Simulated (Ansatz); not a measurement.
# Gap against strain: armchair BAs nanoribbon (N = 3, H edges)

**Method.** Ansatz 0.2.0, plane waves with PAW datasets, PBE, Fermi-Dirac smearing of 0.05 eV, no spin-orbit coupling. The period is scaled from its relaxed value of 5.914 Å and the atoms relax, within the symmetry of the start, at each strain ε (in %); gaps, in eV, are read on a band path.

| period (Å) | energy (eV a cell) | place of the conduction minimum (Γ = 0, Z = 1) | ε | gap |
| --- | --- | --- | --- | --- |
| 5.678 | +0.105 | 0.00 | −4 | 1.275 |
| 5.796 | +0.026 | 0.00 | −2 | 1.326 |
| 5.914 | 0.000 | 0.00 | 0 | 1.371 |
| 6.032 | +0.023 | 0.00 | 2 | 1.412 |
| 6.151 | +0.093 | 0.00 | 4 | 1.45 |

One run is withheld: period (Å) = 6.269, with ε = 6. Fit a straight line gap = a + b × ε to the 5 rows shown and predict it.

**Fit.** The means are 0 for ε and 1.367 for gap. The sum of products of deviations is 0.8718 and the sum of squares in ε is 40, so b = 0.8718 / 40 = 0.0218 and a = 1.367 − (0.0218) × 0 = 1.367. The residuals' standard deviation, with 3 degrees of freedom, is σ = 0.0047.

**Prediction.** gap = 1.367 + (0.0218) × 6 = 1.497. The run gave 1.486, so the prediction less the run is +0.011. The standard error of a prediction there, σ√(1 + 1/5 + (6 − 0)²/40), is 0.0068, and the miss is 1.6 times that, for a point outside the fitted range. With so few rows σ is itself uncertain.

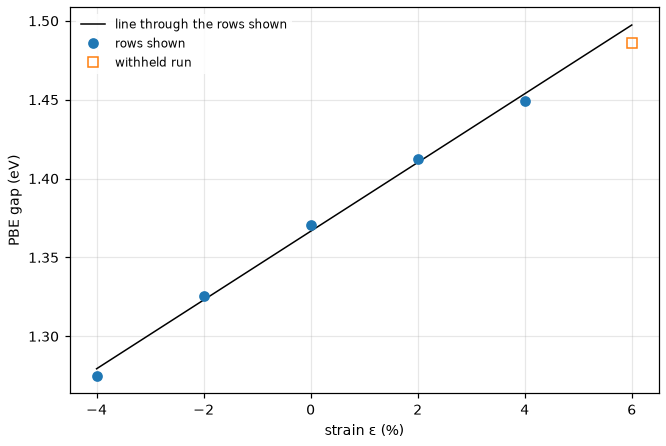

The fitted line, the rows shown and the withheld run.

The gap widens at every step from compression to tension.

**Limits.** Kohn-Sham gaps of a wire among periodic images, which in a check on one flat ribbon (7 Å apart) lowered the gap by 0.2 eV and flattened the slope; the slope b × 100 is a mean deformation potential of the gap, in eV per unit strain. Between neighbouring runs it lies between 1.8 and 2.5 eV. The unstrained row comes from a denser mesh than the others, which shifts its energy a little. Series of this kind are told only where this holds: a gap at every strain (compound wires with polar facets were set aside first). 88 of 101 did.
